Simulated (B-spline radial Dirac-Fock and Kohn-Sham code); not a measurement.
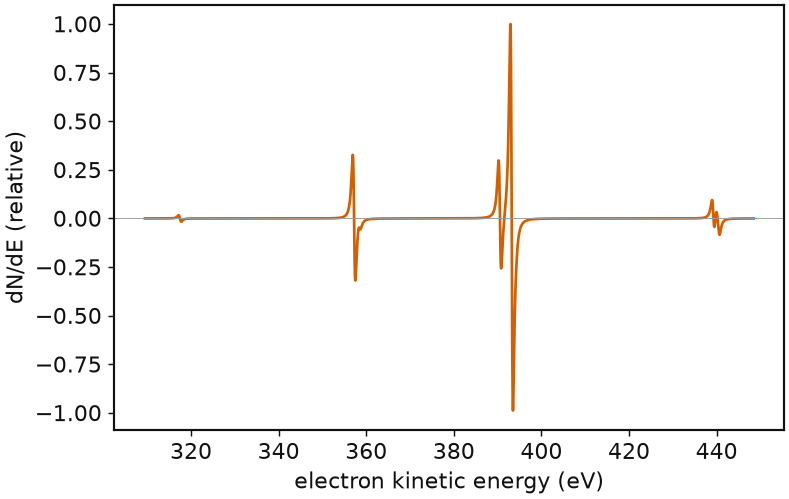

Auger groups that fill an L2 (2p1/2) hole, broadened by 1.0 eV full width and differentiated. Kinetic energies count from the vacuum level; very weak lines are left out. It refers to Cr⁵⁺ in the configuration [Ar] 3d1. Level of theory: independent-particle Coulomb rates on relativistic LDA orbitals, configuration-average energies from Dirac–Fock; calculated with a B-spline radial code.

> Which group is strongest?

L2-M2M3 at 393.2 eV, 54 % of the non-radiative width.
